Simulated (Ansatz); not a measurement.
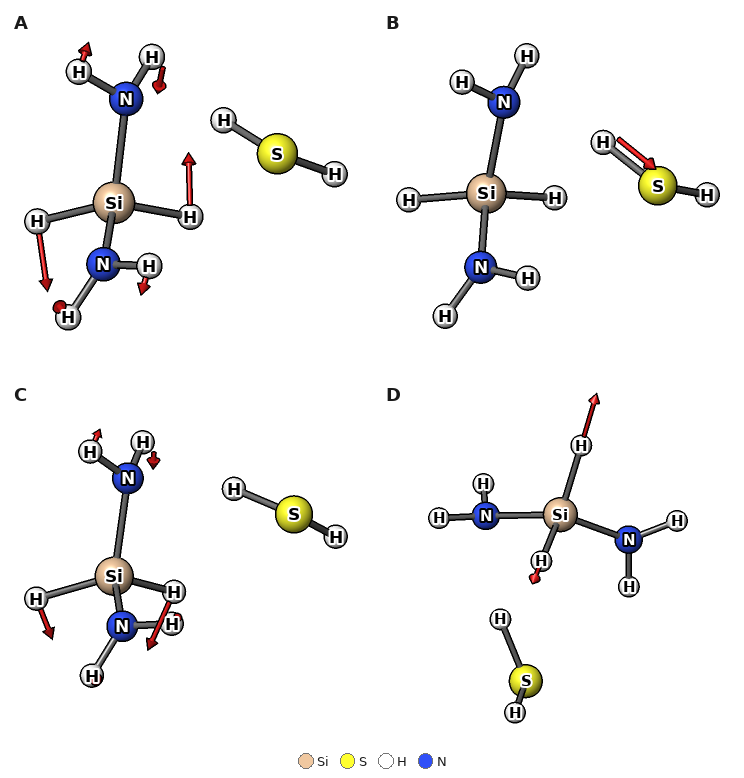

4 normal modes of one molecule or complex, as arrows. Harmonic vibrations computed with RKS PBE0-D4/def2-TZVP (Ansatz 0.2.0) at a stationary point of the same level.

### Match the panels to the wavenumbers 696 cm⁻¹, 979 cm⁻¹, 2196 cm⁻¹, 2546 cm⁻¹.

A: 696 cm⁻¹, H–Si–N bending
B: 2546 cm⁻¹, S–H stretching
C: 979 cm⁻¹, angle bending
D: 2196 cm⁻¹, in-phase stretching of 2 Si–H bonds
